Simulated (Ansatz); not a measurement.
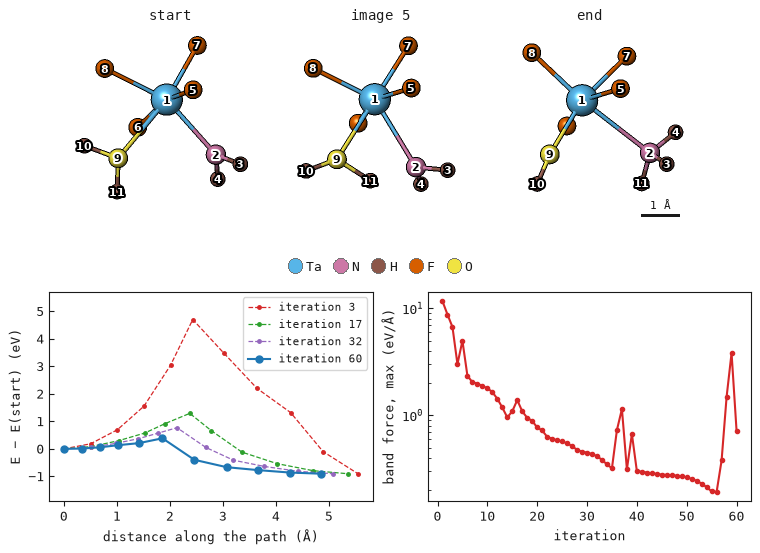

A nudged-elastic-band calculation for TaNH4OF4. Images are numbered from 0 (start) to 10 (end). The plot follows the band through its iterations. The picture is a ball-and-stick view, seen from a free direction.

Level of theory: RKS PBE0/def2-SVP (Ansatz). Settings: 9 movable images; climbing image from the first iteration; force threshold 0.05 eV/Å; iteration limit 60; optimiser FIRE; starting path through a guess of the saddle point.

**Judge this run.**

The result isn't final. The band hadn't converged when the run stopped after 60 iterations. The largest component of the band force went from 12 to 0.72 eV/Å. The barrier read from it is provisional, though the highest image hardly moved in the last two iterations. The first iteration put the highest image at 6.47 eV. Forward barrier 0.39 eV, backward barrier 1.29 eV, with image 5 at the top; the reaction energy is −0.90 eV.
